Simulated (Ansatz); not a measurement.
LaTl (CsCl type), conventional cell a = 3.9770 Å, b = 3.9770 Å, c = 3.9770 Å, α = 90.00°, β = 90.00°, γ = 90.00°. The calculation uses the primitive cell of 2 atoms, to which meshes and values per cell refer.

E(V) scan at fixed shape, V₀ the volume above. Symmetry pins the atoms to their sites.

These are r2SCAN (plane waves to 500 eV, PAW, scalar-relativistic; Ansatz, a first-principles code) values and carry that method's errors. k mesh 12×12×12 (Γ-centred), Fermi-Dirac smearing 0.05 eV. The energy includes the smearing's −TS. LaTl is run without spin polarisation. LaTl was relaxed with its symmetry unable to fall. Spin-orbit coupling is left out, though Tl is heavy. ΔE is measured from the relaxed starting cell.

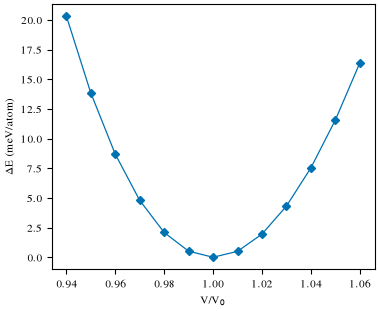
Figure: ΔE (meV/atom) against V/V₀; one marker a computed point.

Problem. What is ΔE at V/V₀ = 1.060?

Solution. About 16 meV/atom.

Problem. What bulk modulus B₀ follows from a third-order Birch-Murnaghan fit?

Solution. About 51 GPa.

Problem. What is ΔE at V/V₀ = 0.940?

Solution. About 20 meV/atom.

(Under strain, the slope of the energy per volume gives the stress and its curvature an elastic modulus.)
